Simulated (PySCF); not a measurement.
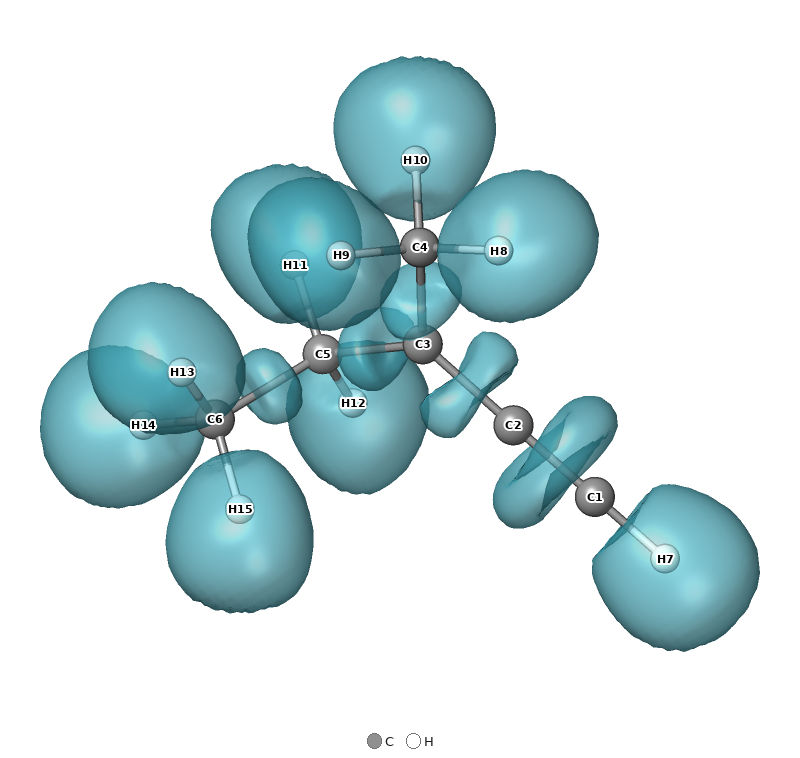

C6H9 (SMILES [CH]=C=C(C)CC) (doublet). Isosurface of the ELF at 0.8 (cyan), seen at a tilt. Only the valence region is drawn (cores and ρ < 0.01 e/Å³ removed).

Geometry: GFN2-xTB.

Theory: UKS B3LYP, pcH-1 on C H, non-relativistic, mean-field spin-orbit, GIAO in PySCF.

```xyz
15

C    -1.2112    2.6067    0.1060
C    -0.9104    1.4293    0.0476
C    -0.5812    0.1066   -0.0284
C    -1.2776   -0.8965    0.8261
C     0.5162   -0.3476   -0.9359
C     1.8504   -0.4929   -0.1896
H    -1.4713    3.6209    0.1576
H    -2.0568   -0.4274    1.4222
H    -0.5720   -1.3869    1.5017
H    -1.7268   -1.6786    0.2089
H     0.2519   -1.3159   -1.3717
H     0.6456    0.3741   -1.7458
H     1.7622   -1.2190    0.6153
H     2.6281   -0.8270   -0.8727
H     2.1485    0.4622    0.2368
```

> Describe the localisation domains.

The surface consists of five regions between bonded C–C atoms (shared pairs) and nine regions around hydrogen nuclei. Along the contacts the grid gives the following. C–C (1.22 Å): the ELF peaks at about 0.90 between the atoms: a multiple bond. C–H (1.05 Å): the ELF climbs to about 1 towards the hydrogen, as it does in any bond to H (an ordinary covalent bond to hydrogen).
